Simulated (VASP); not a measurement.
Band structure of CuZn (CsCl type). Level of theory: PBEsol GGA with spin-orbit coupling, VASP's PBE PAW potentials (set 64) (plane waves; VASP).

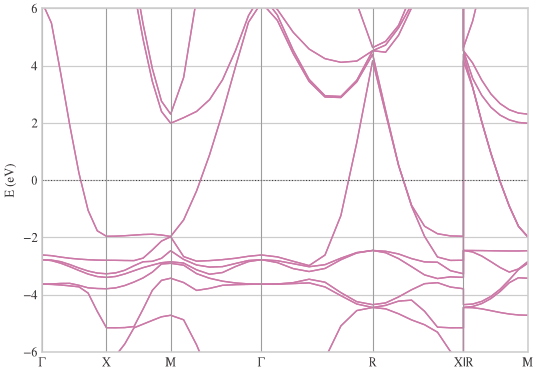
Fig. 1. Bands along high-symmetry lines, zero at the valence-band maximum or, without a gap, the Fermi level

Task: Read the plot: is there a gap, and where are the band edges?

Result: It has no gap at this level: it comes out as a metal or semimetal.

The compound is CuZn in the CsCl type structure. It was relaxed first.
